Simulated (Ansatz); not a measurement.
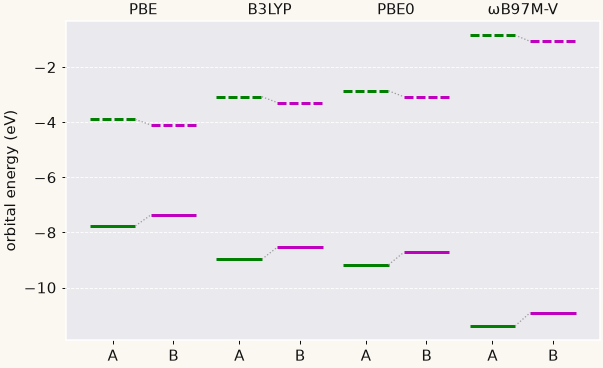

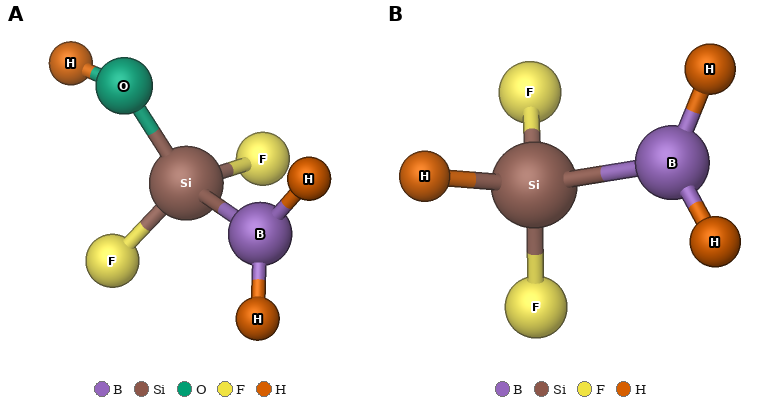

One change: A, BSiH₃OF₂ (SMILES B[Si](O)(F)F), becomes B, BSiH₃F₂ (SMILES B[SiH](F)F). OH on Si is replaced by H. HOMO (solid) and LUMO (dashed) computed in def2-TZVPP at PBE0-D4/def2-TZVP geometries, both minima by their frequencies, gas phase, the Ansatz code.

What does the change do to HOMO and LUMO?

Answer. PBE: the HOMO rises by 0.39 eV, the LUMO falls by 0.20 eV, and the separation goes from 3.87 to 3.28 eV. B3LYP: the HOMO rises by 0.43 eV, the LUMO falls by 0.21 eV, and the separation goes from 5.90 to 5.26 eV. PBE0: the HOMO rises by 0.45 eV, the LUMO falls by 0.21 eV, and the separation goes from 6.31 to 5.65 eV. ωB97M-V: the HOMO rises by 0.49 eV, the LUMO falls by 0.23 eV, and the separation goes from 10.56 to 9.84 eV.

Do the functionals agree on the effect?

Answer. They agree on the direction for both levels; the HOMO shift lies between 0.39 and 0.49 eV and the LUMO shift between −0.23 and −0.20 eV, while the separations themselves differ by up to 6.7 eV between functionals.
